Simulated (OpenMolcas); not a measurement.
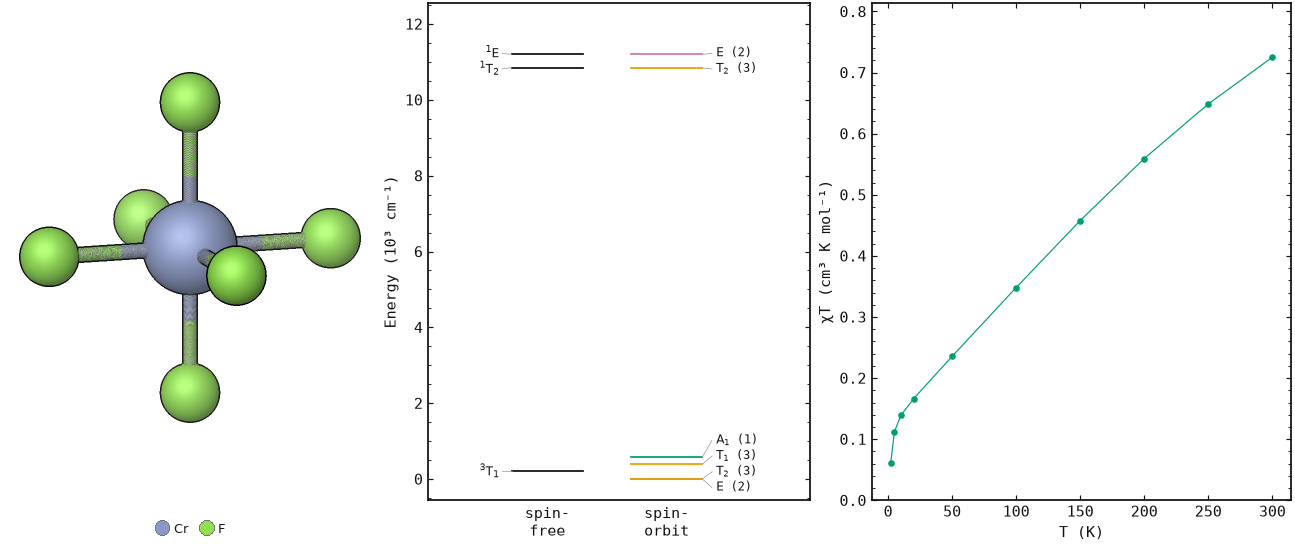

Cr⁴⁺ (3d²) as a dopant in Cs₂GeF₆, a cluster with its 6 nearest F⁻ at 1.800 Å (octahedron) embedded in model potentials and point charges; the geometry was set, not optimised, and its levels and susceptibility. Labels give the representation in O, Td, D4 or D3 as the site allows (double group for half-integer spin) where it could be assigned and, in brackets, the degeneracy; spin-free states, where drawn, share the zero of the spin-orbit levels. Computed with OpenMolcas: state-averaged SS-CASPT2, IPEA shift 0.25, imaginary shift 0.1 hartree, closed shells 3s 3p correlated, active space 2 electrons in the shell 3d, basis ANO-RCC-VDZP on all atoms, DKH2 scalar Hamiltonian, spin-orbit coupling by RASSI with atomic mean-field integrals. Powder susceptibility by Van Vleck's formula.

> What does the figure show?

The ground level is E, doubly degenerate, 100 % from states of spin multiplicity 3. Its principal g values are all close to zero. The next level lies at 5.8 cm⁻¹ (T₂). The lowest spin-free state is ³T₁. A ligand-field fit to the spin-free states gives |10Dq| = 26,800 cm⁻¹, B = 803 and C = 2,690 cm⁻¹ (rms misfit 200 cm⁻¹). χT is 0.0611 cm³ K mol⁻¹ at 2 K and 0.725 at 300 K, an effective moment of 2.41 μB.

Limits of the model: covalent bonds, ligand orbitals missing from the active space; the geometry is set by hand, with no relaxation and no charge compensation.
